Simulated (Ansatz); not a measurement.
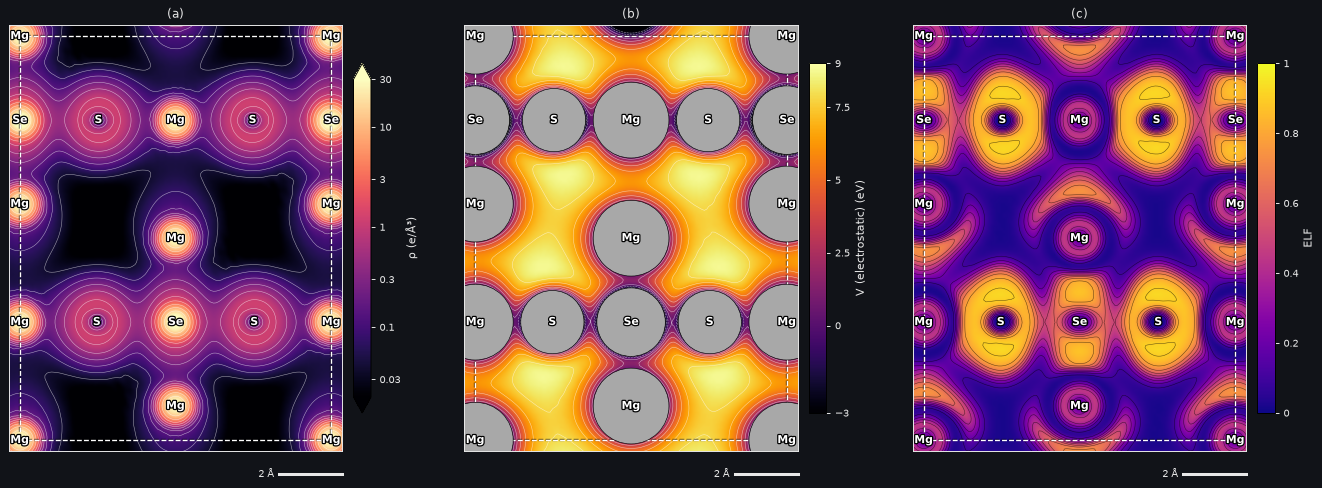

Mg3SeS2. (a) valence electron density; (b) electrostatic potential energy of an electron; (c) electron localisation function on the (100) plane of the conventional cell. Grey discs cover the atomic cores in the potential map.

Space group Fmmm; a structure generated by program, which may or may not match a known phase.

Method: Ansatz, DFT PBE, scalar-relativistic, plane waves, PAW.

In a PAW calculation such maps are meaningful between the atoms, not at the nuclei.

Input file:

```
crystal:
  lattice:
    - [0.0, 5.0173941507, 6.3677682769]
    - [2.6763798737, 0.0, 6.3677682769]
    - [2.6763798737, 5.0173941507, 0.0]
  atoms:
    - { symbol: Mg, position: [0.2080494813, 0.2080494813, 0.7919505187] }
    - { symbol: Mg, position: [0.7919505187, 0.7919505187, 0.2080494813] }
    - { symbol: Mg, position: [0.5, 0.5, 0.5] }
    - { symbol: Se, position: [0.0, 0.0, 0.0] }
    - { symbol: S, position: [0.2515984265, 0.7484015735, 0.2515984265] }
    - { symbol: S, position: [0.7484015735, 0.2515984265, 0.7484015735] }
basis:
  ecutwfc: 420
kpoints:
  mp_grid: { grid: [8, 8, 8] }
hamiltonian:
  xc: pbe
scf:
  occupations: { method: gaussian, width: 0.1 }
output:
  forces: true
  stress: true
  eigenvalues: true
  write_density: true
  write_potential: true
  elf: true
  volumetric_format: npy
relax:
  adjacent_minimum: "off"
  f_tol: 0.01
  max_steps: 80
  cell: { stress_tol: 0.05 }
```

Run with:

```sh
ansatz run input.yaml --threads 1 --pin off --max-ram 2560MiB --backend cpu --events-out ev --progress --plain --runs-dir out
```

Below, planes, directions and counts refer to the conventional cell (a = 5.46 Å, b = 9.83 Å, c = 12.75 Å, α = 90.00°, β = 90.00°, γ = 90.00°).

The fields are those of the run's last geometry, not of the input's.

> Interpret the plot.

The section cuts through Mg, Se and S sites. Mg–S (2.43 Å): the density is about 0.35 e/Å³ at the midpoint; the ELF peaks at about 0.85 in the valence shell of S, 0.9 Å from its nucleus, and is about 0.70 at the midpoint. Se–S (2.48 Å): ρ is about 0.47 e/Å³ halfway; the ELF peaks at about 0.85 in the valence shell of S, 0.8 Å from its nucleus, and drops to about 0.50 between the two atoms. Between the atoms the lowest density in this plane is 0.006 e/Å³. Outside the cores the potential energy rises away from the atoms and is highest about 1.7 Å from the nearest atoms; its zero is arbitrary.
